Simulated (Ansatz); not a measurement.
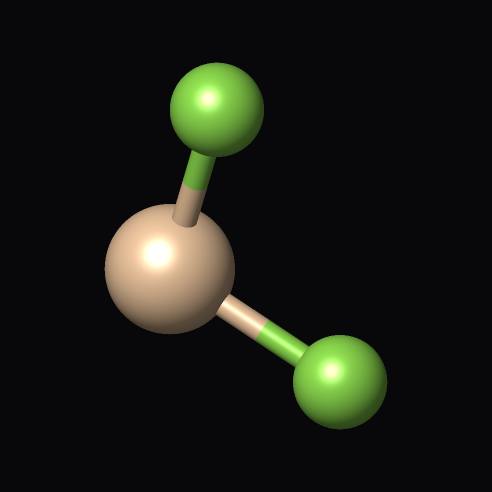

The picture shows a molecular structure as a ball-and-stick model. Colours: silicon light orange, fluorine green.

The computed structure is the end point of a PBE0-D4/def2-TZVP optimisation.

Identify the structure.

The molecule is SiF₂. This geometry has C2v symmetry. Coordination: 1 Si bent.

The parts below concern this one geometry. Atoms keep their numbers from picture to picture.

## Geometry

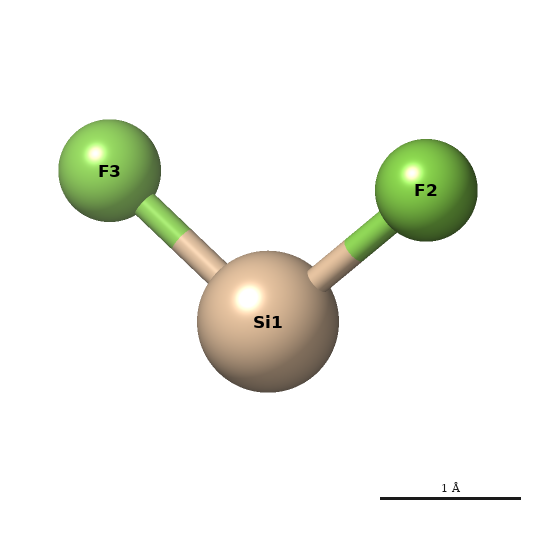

List the bonds and their lengths.

| bond | length (Å) |
| --- | --- |
| Si1–F2 | 1.602 |
| Si1–F3 | 1.601 |

## Vibrations

Harmonic vibrations computed with RKS PBE0-D4/def2-TZVP (Ansatz 0.2.0) at a stationary point of the same level.

Question: How many vibrational modes are there, and where do they lie?

Answer: 3 modes: 340, 855, 870 cm⁻¹.

## Electronic properties

Level of theory: RKS PBE0-D4/def2-TZVPP (Ansatz 0.2.0).

Question: What is the HOMO energy (Kohn–Sham orbital)?

Answer: −8.30 eV.

Question: Estimate the HOMO–LUMO gap.

Answer: 6.18 eV.

## Dipole moment

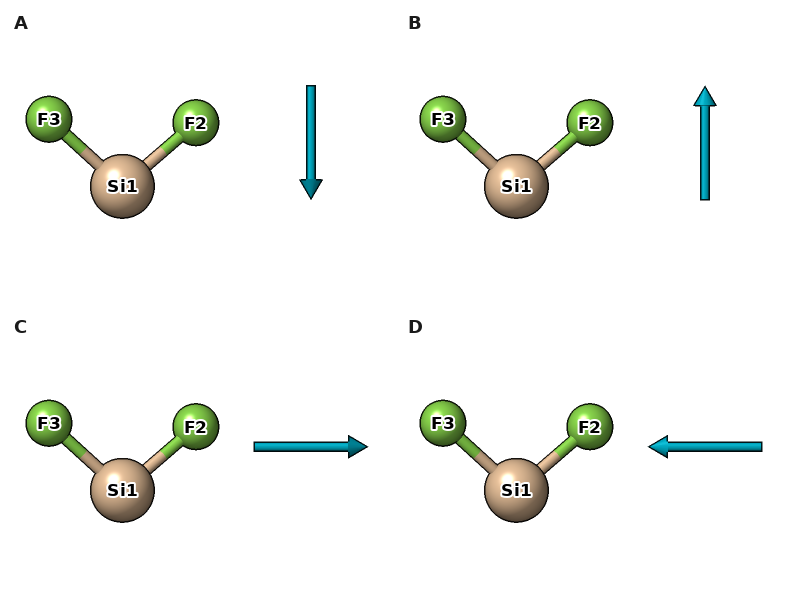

The same molecule four times, each with an arrow. Method: RKS PBE0-D4/def2-TZVP (Ansatz 0.2.0).

Question: Which arrow points along the dipole moment, from the negative to the positive end?

Answer: A. The dipole moment is 1.09 D; it points from the side of F2, F3 to the side of Si1 (the outermost atoms at the two ends).

## Thermal motion

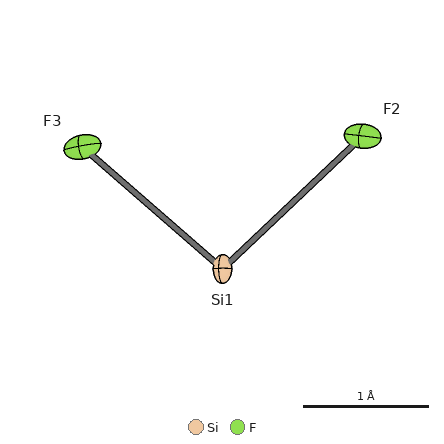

Displacement ellipsoids at the 50 % level, enlarged 3 times, from the internal vibrations of the free molecule (harmonic, no overall translation or rotation; no half-axis is drawn under 0.075 Å). Vibrations computed with RKS PBE0-D4/def2-TZVP (Ansatz 0.2.0). Temperature: 100 K.

List U_eq and the three principal root-mean-square amplitudes for each kind of atom.

```csv
atom,U_eq (Å²),rms amplitudes (Å)
Si1,0.00031,"0.000, 0.018, 0.025"
"F2, F3",0.00056,"0.000, 0.021, 0.035"
```
